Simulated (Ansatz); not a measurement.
## TaAgO3 (R3c): spin-orbit coupling beyond the local functionals

How far does spin-orbit coupling move the gap of TaAgO3 (R3c)?

Calculated with Ansatz 0.2.0; density functionals with and without spin-orbit coupling, plane waves, PAW.

**What was measured.**

- Gap 3.36 eV: indirect optical gap from Kubelka-Munk plot; UV-Vis diffuse reflectance; powder (pristine, solid-state reaction at 900 C) (“Fabrication of ILs-Assisted AgTaO3 Nanoparticles for the Water Splitting Reaction: The Effect of ILs on Morphology and Photoactivity”, 2020, pmc:7559565).

## Step 1: The structure

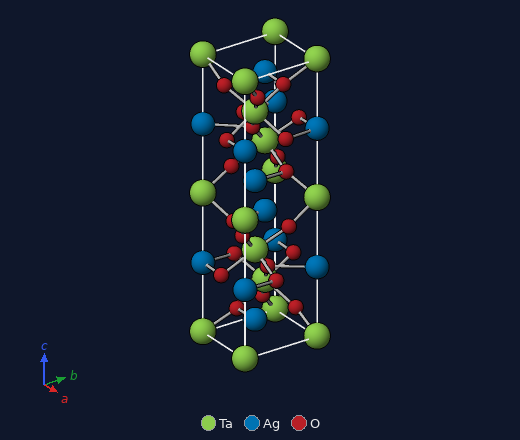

The starting structure, seen slightly off an axis (tantalum green, silver blue, oxygen red). This picture shows the conventional cell, with its axes. Bonds to atoms that aren't drawn are left out. Some periodic images of atoms are drawn too.

Geometry: measured cell, ions relaxed with LDA. The runs that relaxed it are not among those shown. Spin-orbit coupling is left out unless a step names it.

## Step 2: HSE06, 4×4×4 mesh

This step: DFT, HSE06, plane waves, PAW; PAW set soft_1.

File input.yaml:

```yaml
crystal:
  lattice:
    - [2.76405, 1.5958250116, 4.5719666667]
    - [-2.76405, 1.5958250116, 4.5719666667]
    - [0.0, -3.1916500231, 4.5719666667]
  atoms:
    - { symbol: Ta, position: [-0.0026385787, -0.0026385787, -0.0026385787] }
    - { symbol: Ta, position: [0.4973614213, 0.4973614213, 0.4973614213] }
    - { symbol: Ag, position: [0.249001027, 0.249001027, 0.249001027] }
    - { symbol: Ag, position: [0.749001027, 0.749001027, 0.749001027] }
    - { symbol: O, position: [0.8177770211, 0.6856263691, 0.2524341615] }
    - { symbol: O, position: [0.2524341615, 0.8177770211, 0.6856263691] }
    - { symbol: O, position: [0.6856263691, 0.2524341615, 0.8177770211] }
    - { symbol: O, position: [0.7524341615, 0.1856263691, 0.3177770211] }
    - { symbol: O, position: [0.1856263691, 0.3177770211, 0.7524341615] }
    - { symbol: O, position: [0.3177770211, 0.7524341615, 0.1856263691] }
kpoints:
  mp_grid: { grid: [4, 4, 4] }
  band_path:
    path:
      - [0.0, 0.0, 0.0]
      - [-0.5, -0.5, -0.5]
      - [-0.24788857, -0.75211143, -0.5]
      - [0.24788857, -0.5, -0.24788857]
      - [0.0, -0.5, 0.0]
      - [0.37394429, -0.37394429, 0.0]
      - [0.0, -0.62605571, -0.37394429]
      - [0.0, -0.5, -0.5]
      - [0.1666666667, 0.1666666667, -0.3333333333]
    npoints: 1
hamiltonian:
  xc: hse06
  pseudopotentials: { kind: paw, azcp: { folder: soft_1 } }
scf:
  occupations: { method: fixed }
  n_extra_bands: 7
output:
  eigenvalues: true
```

Command:

```
ansatz run input.yaml --threads 3 --pin off --max-ram 92160MiB --backend cuda --events-out ev --progress --plain --runs-dir out --devices 1 --max-vram 13GiB
```

Numbers of over 12 decimals in the logs are rounded to 6 here.

The program printed:

```text
scf.n_extra_bands = 7 over 50 filled bands (N_el = 100.0): the run solves 57 bands
GPUs: using 1 of 1 available (devices: 1).
Engine: ansatz 0.2.0, x86_64-unknown-linux-gnu
Pseudopotentials: kind: paw
Pseudopotential: Ta, paw, valence charge 13, recommended cutoff 420 eV (normal), soft_1/Ta.paw.azcp
Pseudopotential: Ag, paw, valence charge 19, recommended cutoff 420 eV (normal), soft_1/Ag.paw.azcp
Pseudopotential: O, paw, valence charge 6, recommended cutoff 420 eV (normal), soft_1/O.paw.azcp
Functional definition: HSE06
  parameter a = 0.25
  parameter omega = 0.11/bohr
  exchange = pbe_x - a*pbe_x_sr(omega) + a*exact_x_sr(omega)
  correlation = pbe_c
davidson cushion auto → on  (no smearing: the cushion is to keep the highest requested band from converging to the state above it; pin scf.eigensolver.cushion to override)
device memory: the entry about to start is reckoned to put 3.0 GiB on a device that reports 35.1 GiB free (of which the cap on the GPU budget leaves the run 13.0 GiB)
GPU FFT provider: cuFFT
GPU libraries: cuBLAS 13.8.2, cuFFT 12.4.0, cuSOLVER 12.3.4
Crystal: 10 atoms, lattice volume = 121.000 Å³
Basis set: ecut = 420 eV, 2361 PW (Γ)
Bands: 57, of which v1, the nominal top of the filled ones, is band 50 counted from 1 (49 counted from 0)
Symmetry: 6 space group operations
Space group: R3c (ITA 161), of the structure as read, at distance tolerance 4.9e-5 Å
k-points: 13 of 64 (time reversal used)
Non-local potential: Ta, projectors of the file, l = 0: 3, l = 1: 2, l = 2: 2, l = 3: 1
Non-local potential: Ag, projectors of the file, l = 0: 3, l = 1: 2, l = 2: 2, l = 3: 1
Non-local potential: O, projectors of the file, l = 0: 2, l = 1: 2, l = 2: 1
PAW form: soft (Blöchl's): semilocal exchange-correlation on the pseudo side does not see the compensation charge
PAW frozen core: Ta, regenerated for the run's functional, and the local potential with it (the file was generated under x = pbe(κ = 0.804, μ = 0.219515), c = pbe(β = 0.066725))
PAW frozen core: Ag, regenerated for the run's functional, and the local potential with it (the file was generated under x = pbe(κ = 0.804, μ = 0.219515), c = pbe(β = 0.066725))
PAW frozen core: O, regenerated for the run's functional, and the local potential with it (the file was generated under x = pbe(κ = 0.804, μ = 0.219515), c = pbe(β = 0.066725))
PAW one-centre angular grid: Ta, 590 points (default); XC on 64 Gauss nodes
PAW one-centre angular grid: Ag, 590 points (default); XC on 96 Gauss nodes
PAW one-centre angular grid: O, 110 points (default); XC on 96 Gauss nodes
Initial density: superposition of atomic densities (chi_scale 0.1, normalization cell, long waves kept (reshape's long-wave potential 0.00 eV rms))
Initial wavefunctions: pseudopotential atomic-orbital guess
GPU buffer pool allocated for 64000 grid points (all kernels)
[...]
Frozen-core exchange: fock
SCF iter   1: F=—  HF=-38464.069866 eV  |F-HF|=—  |Δ(HF+E_count)|=         —  Δρ=9.18e-5  dr2=8.86e-6  ethr=1.13e-6  ⟨swp⟩=3.2  Hψ=1747  notcnv=0
preconditioner: auto → none  [insulator: Δε(μ)=3.445 eV  Ē_g=11.328 eV  n_scr=32 (ndim 8)  ℏωp=27.8 eV  f_vac=0.000]
SCF iter   2: F=—  HF=-38464.069864 eV  |F-HF|=—  |Δ(HF+E_count)|=   1.83e-6  Δρ=4.20e-5  dr2=1.30e-6  ethr=6.28e-9  ⟨swp⟩=3.8  Hψ=2127  notcnv=0  defer=1
SCF iter   3: F=—  HF=-38464.069867 eV  |F-HF|=—  |Δ(HF+E_count)|=   3.48e-6  Δρ=3.45e-5  dr2=1.25e-6  ethr=7.88e-10  ⟨swp⟩=5.2  Hψ=2269  notcnv=0  defer=1
iter 4 solved again at ethr=1.69e-12 eV; its pass at ethr=7.88e-10 eV (dr2=1.69e-9 eV) is discarded
SCF iter   4: F=-38464.069867 eV  HF=-38464.069867 eV  |F-HF|=1.18e-9  |Δ(HF+E_count)|=   3.48e-7  Δρ=1.36e-6  dr2=3.62e-9  ethr=2.91e-12 (applied; sched 1.69e-12)  ⟨swp⟩=3.1  Hψ=4112  notcnv=0
SCF 3 converged in 4 iterations: F = -38464.069867 eV  dr2 = 3.62e-9
hybrid outer 2: dexx = +4.317e-6 eV, tail = 8.81e-8 eV, Δε = 4.92e-3 eV (about 1.10e-4 eV left of the loop's levels)
device memory: the entry about to start is reckoned to put 1.1 GiB on a device that reports 34.1 GiB free (of which the cap on the GPU budget leaves the run 13.0 GiB)
NSCF: frozen V_eff on 9 k-points
hybrid SCF converged: 2 outer / 10 inner (+6 warm-up), last move |dexx| = 4.32e-6 eV, tail = 8.81e-8 eV
Stability not checked: this state was not tested for a lower state beside it, because the functional holds exact exchange (a hybrid, or Hartree-Fock), whose exchange loop this test does not read (fock_operator; see scf.lower_state_search)
Free energy (F): -38464.069867 eV
Frozen-core exchange: fock
Harris-Foulkes:  -38464.069868 eV  (|F-HF|=1.18e-9)
Internal energy: -38464.069867 eV  (E = F + TS)
E sigma→0 (E₀):  -38464.069867 eV
Fermi energy:    10.422690 eV
--- Per-component energies (eV) ---
  E_band       = -1094.101682
  E_kinetic    = 2727.063305
  E_local      = -7886.310635  (includes V_loc(G=0)·N_el)
  E_nonlocal   = 364.125206
  E_hartree    = 3412.123531
  E_xc         = -1101.402285
  E_vxc        = -1117.160821  (∫ρ·V_xc dr)
  E_exx        = -349.244130  (= α·E_x^exact, valence–valence)
  E_paw        = -25443.771737  (= ΣΔE_a)
  E_vpaw       = -1307.587763  (= ΣTr[D̂ρ^β])
  E_aug_tail   = 0.005617  (compensation charges beyond the density's cutoff)
  E_ewald      = -10178.633928
  E_core_change = -8.024813  (= ΣΔE_core)
  E_smearing   = -0.000000  (= −TS)
  E_closure    = -0.000000  (closes the sum)
  Σ components = -38464.069867   (vs F -38464.069867, Δ=0.00e0)
--- Band table (eV; the first three rows and the last of 13) ---
  k-point 0: bands = [... 46 lower, 9.6814, 9.8629, 10.3402, 10.3402, 14.0147, 14.0406, 14.0406, 14.5916, ... 3 higher]
  k-point 1: bands = [... 46 lower, 9.7153, 10.1425, 10.2177, 10.3683, 14.5085, 14.6198, 14.7313, 15.7216, ... 3 higher]
  k-point 2: bands = [... 46 lower, 10.0936, 10.0936, 10.3744, 10.3744, 15.5551, 15.5551, 15.9946, 15.9946, ... 3 higher]
  k-point 12: bands = [... 46 lower, 10.1366, 10.1366, 10.1366, 10.1366, 15.4900, 15.4900, 16.2403, 16.2403, ... 3 higher]
```

Wall time 37 s (1 × NVIDIA H100 80GB HBM3 (shared by 6 runs) with 3 threads of AMD EPYC 7R13 (Zen 3), shared host); peak memory 1.5 GiB; 74 s of CPU time.

In the SCF lines HF is the Harris–Foulkes energy and dr2 the Hartree energy of the density residual, in eV; the loop may stop once dr2 is under the threshold and the program's other checks hold. Hψ counts applications of the Hamiltonian.

This step gave:

- gap: 3.422 eV
- valence top at: k = (0.167, 0.167, -0.333)
- conduction bottom at: F
- least direct gap: 3.532 eV
- exact-exchange fraction: 0.25

The gap is indirect, with the least direct gap 0.11 eV higher.

## Step 3: HSE06+SOC, 4×4×4 mesh

Spin-orbit coupling can split or shift the edges; a non-collinear run measures by how much.

This step: DFT, HSE06 with spin-orbit coupling, plane waves, PAW; PAW set soft_1.

Changes to input.yaml since step 2:

```diff
@@ -32,6 +32,9 @@
   xc: hse06
-  pseudopotentials: { kind: paw, azcp: { folder: soft_1 } }
+  pseudopotentials: { kind: paw_fr, azcp: { folder: soft_1 } }
 scf:
   occupations: { method: fixed }
-  n_extra_bands: 7
+  n_extra_bands: 14
+magnetization:
+  noncollinear: true
+  spin_orbit: true
 output:
```

The program printed:

```text
[...]
GPUs: using 1 of 1 available (devices: 1).
[...]
non-collinear run that drives no moment, with spin-orbit: no starting moment large enough to seed its density (crystal.atoms[].spin), no starting occupations that ask for one, no magnetisation constraint and no magnetic field, so the semilocal B_xc is pinned to zero
[...]
GPU FFT provider: cuFFT
GPU libraries: cuBLAS 13.8.2, cuFFT 12.4.0, cuSOLVER 12.3.4
Crystal: 10 atoms, lattice volume = 121.000 Å³
Basis set: ecut = 420 eV, 2361 PW (Γ)
Bands: 114, of which v1, the nominal top of the filled ones, is band 100 counted from 1 (99 counted from 0)
Symmetry: 6 space group operations + 6 with time reversal
[...]
k-points: 13 of 64 (time reversal used)
Projection manifold: j_resolved (fully-relativistic pseudo-atomic orbitals)
[...]
GPU buffer pool allocated for 64000 grid points (all kernels)
[...]
SCF iter   1: F=—  HF=-38508.136678 eV  |F-HF|=—  |Δ(HF+E_count)|=         —  Δρ=6.97e-2  dr2=5.46e0  dr2_m=0.00e0 (ungated)  ethr=1.00e-1  |M|=0.00e0 ∫|m|=0.00e0 μB  |m|>n=0.0e0 m-floor=0.0e0 τ_xc=0.0e0  β_m=0.30  ⟨swp⟩=3.0  Hψ=5255  notcnv=0
[...]
SCF iter   6: F=-38507.141468 eV  HF=-38507.141575 eV  |F-HF|=1.08e-4  |Δ(HF+E_count)|=   1.91e-4  Δρ=3.18e-4  dr2=1.26e-4  dr2_m=0.00e0 (ungated)  ethr=7.84e-7  |M|=0.00e0 ∫|m|=0.00e0 μB  |m|>n=0.0e0 m-floor=0.0e0 τ_xc=0.0e0  ⟨swp⟩=3.1  Hψ=4438  notcnv=0
SCF 1 stopped early in 6 iterations: F = -38507.141468 eV  dr2 = 1.26e-4
[...]
GPU FFT provider: cuFFT
GPU libraries: cuBLAS 13.8.2, cuFFT 12.4.0, cuSOLVER 12.3.4
Projection manifold: j_resolved (fully-relativistic pseudo-atomic orbitals)
[...]
GPU buffer pool allocated for 64000 grid points (all kernels)
[...]
Frozen-core exchange: fock
SCF iter   1: F=—  HF=-38472.224959 eV  |F-HF|=—  |Δ(HF+E_count)|=         —  Δρ=1.48e-2  dr2=4.00e-1  dr2_m=0.00e0 (ungated)  ethr=1.26e-6  |M|=0.00e0 ∫|m|=0.00e0 μB  |m|>n=0.0e0 m-floor=0.0e0 τ_xc=0.0e0  β_m=0.30  ⟨swp⟩=6.5  Hψ=7505  notcnv=0
[...]
SCF iter   6: F=-38472.151622 eV  HF=-38472.151663 eV  |F-HF|=4.07e-5  |Δ(HF+E_count)|=   1.00e-4  Δρ=1.85e-4  dr2=5.16e-5  dr2_m=0.00e0 (ungated)  ethr=3.95e-7  |M|=0.00e0 ∫|m|=0.00e0 μB  |m|>n=0.0e0 m-floor=0.0e0 τ_xc=0.0e0  ⟨swp⟩=3.0  Hψ=4007  notcnv=0
SCF 2 stopped early in 6 iterations: F = -38472.151622 eV  dr2 = 5.16e-5
[...]
hybrid outer 1: dexx = +5.948e-2 eV, tail = 2.44e-4 eV
GPU FFT provider: cuFFT
GPU libraries: cuBLAS 13.8.2, cuFFT 12.4.0, cuSOLVER 12.3.4
Projection manifold: j_resolved (fully-relativistic pseudo-atomic orbitals)
GPU buffer pool allocated for 64000 grid points (all kernels)
[...]
Frozen-core exchange: fock
SCF iter   1: F=—  HF=-38472.151442 eV  |F-HF|=—  |Δ(HF+E_count)|=         —  Δρ=1.40e-4  dr2=2.39e-5  dr2_m=0.00e0 (ungated)  ethr=1.22e-6  |M|=0.00e0 ∫|m|=0.00e0 μB  |m|>n=0.0e0 m-floor=0.0e0 τ_xc=0.0e0  β_m=0.30  ⟨swp⟩=3.2  Hψ=3485  notcnv=0
[...]
SCF iter   5: F=-38472.151437 eV  HF=-38472.151437 eV  |F-HF|=4.37e-11  |Δ(HF+E_count)|=   3.78e-8  Δρ=1.03e-6  dr2=5.89e-9  dr2_m=0.00e0 (ungated)  ethr=1.19e-10  |M|=0.00e0 ∫|m|=0.00e0 μB  |m|>n=0.0e0 m-floor=0.0e0 τ_xc=0.0e0  ⟨swp⟩=3.1  Hψ=4072  notcnv=0
SCF 3 converged in 5 iterations: F = -38472.151437 eV  dr2 = 5.89e-9
[...]
NSCF: frozen V_eff on 9 k-points
[...]
Magnetization: |M| = 0.0000 μB,  M = (+0.0000, +0.0000, +0.0000) μB
Absolute magnetization: 0.0000 μB (∫|m|)
  site 0: m = (+0.0000, +0.0000, +0.0000) μB, |m| = 0.0000 μB  (R = 0.81 Å)
  site 1: m = (+0.0000, +0.0000, +0.0000) μB, |m| = 0.0000 μB  (R = 0.81 Å)
  site 2: m = (+0.0000, +0.0000, +0.0000) μB, |m| = 0.0000 μB  (R = 0.99 Å)
  site 3: m = (+0.0000, +0.0000, +0.0000) μB, |m| = 0.0000 μB  (R = 0.99 Å)
  site 4: m = (+0.0000, +0.0000, +0.0000) μB, |m| = 0.0000 μB  (R = 0.81 Å)
  site 5: m = (+0.0000, +0.0000, +0.0000) μB, |m| = 0.0000 μB  (R = 0.81 Å)
  site 6: m = (+0.0000, +0.0000, +0.0000) μB, |m| = 0.0000 μB  (R = 0.81 Å)
  site 7: m = (+0.0000, +0.0000, +0.0000) μB, |m| = 0.0000 μB  (R = 0.81 Å)
  site 8: m = (+0.0000, +0.0000, +0.0000) μB, |m| = 0.0000 μB  (R = 0.81 Å)
  site 9: m = (+0.0000, +0.0000, +0.0000) μB, |m| = 0.0000 μB  (R = 0.81 Å)
Free energy (F): -38472.151437 eV
Frozen-core exchange: fock
[...]
Internal energy: -38472.151437 eV  (E = F + TS)
E sigma→0 (E₀):  -38472.151437 eV
Fermi energy:    10.475933 eV
[...]
--- Band table (eV; the first three rows and the last of 13) ---
  k-point 0: bands = [... 96 lower, 10.2994, 10.2994, 10.4033, 10.4033, 13.8911, 13.8911, 13.9149, 13.9149, ... 10 higher]
  k-point 1: bands = [... 96 lower, 10.2377, 10.2450, 10.3963, 10.4132, 14.3950, 14.4411, 14.5443, 14.5880, ... 10 higher]
  k-point 2: bands = [... 96 lower, 10.4062, 10.4062, 10.4197, 10.4197, 15.4685, 15.4685, 15.5452, 15.5452, ... 10 higher]
  k-point 12: bands = [... 96 lower, 10.1978, 10.1978, 10.1978, 10.1978, 15.4599, 15.4599, 15.4599, 15.4599, ... 10 higher]
```

Elapsed: 2.2 min, on 1 × NVIDIA H100 80GB HBM3 (shared by 6 runs) with 3 threads; peak memory 2.9 GiB; 5.1 min of CPU time.

Numbers from this step:

* gap: 3.367 eV
* valence top at: k = (0.167, 0.167, -0.333)
* conduction bottom at: F
* least direct gap: 3.408 eV
* exact-exchange fraction: 0.25

The gap stands −0.06 eV against HSE06.

## Step 4: Together

Times are wall times on 1 × NVIDIA H100 80GB HBM3 (shared by 6 runs) with 3 threads of AMD EPYC 7R13 (Zen 3), shared host, good to a factor of about two.

```
level  gap (eV)  with coupling (eV)  change (eV)  time  with coupling
HSE06      3.42                3.37        −0.06  37 s        2.2 min
```

## Step 5: Results

| Quantity | Value |
| --- | --- |
| HSE06 | 3.42 eV |
| HSE06+SOC | 3.37 eV |

**Reading.** Spin-orbit coupling changes the gap by −0.06 eV and the least direct gap by −0.12 eV. Against experiment, by HSE06+SOC: the gap of 3.37 eV lies +0.01 eV from the measured 3.36 eV (indirect, 2020). The lattice is static and excitons are left out.

[Paths, hosts, dates, memory and timing lines, banners, echoed tables and standing remarks are left out of the program output.]

[Logs are printed without paths, hosts, clocks, repeated set-up lines and the standing remarks that a program may print on its own settings, such as how far it seeks lower states.]

[Runs of the session that timed out or met a known fault of the program may be left out.]

[Cells called generated may have been cut or substituted from an entry of the Crystallography Open Database or the Materials Project.]

[Hosts, paths, dates, database ids (printed as entryN), source tags and the programs' standing remarks are cut or masked in the printed files.]
